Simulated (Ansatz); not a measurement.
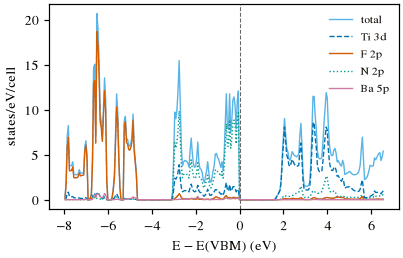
Fig. 1. Total and projected density of states of Ba2Ti2N3F3 in space group P-4m2 (No. 115; Pearson symbol tP10), r²SCAN (plane waves, PAW; program Ansatz)

Problem. Which orbitals carry the states next to the gap?

Solution. Top 1 eV of the valence band: N 2p 76 %, Ti 3d 14 %. Bottom 1 eV of the conduction band: Ti 3d 86 %, N 2p 8 %. Projections are on Löwdin-orthogonalised atomic valence shells; empty p or d shells of many metals are not among them.

Problem. Where is the tallest occupied peak in this window, and what makes it?

Solution. Near -6.5 eV, about 21 states/eV per cell; the largest projected share is F 2p.

The start of the workflow was typed in or built on a structure type; neither database checked (COD, Materials Project) lists it. Whether it is the stable phase at ambient conditions was not checked. Symmetry was held in the r²SCAN relaxation; its stability against distortions is not shown here. The workflow began spin-polarised and lost its moments. Scalar-relativistic: spin–orbit coupling is off unless named, which matters more the heavier the elements.

Potentials: the earlier of the program's two PAW sets. The files were generated under PBE; for other functionals the program regenerates the frozen cores, and for LDA and PBEsol the local potential too.
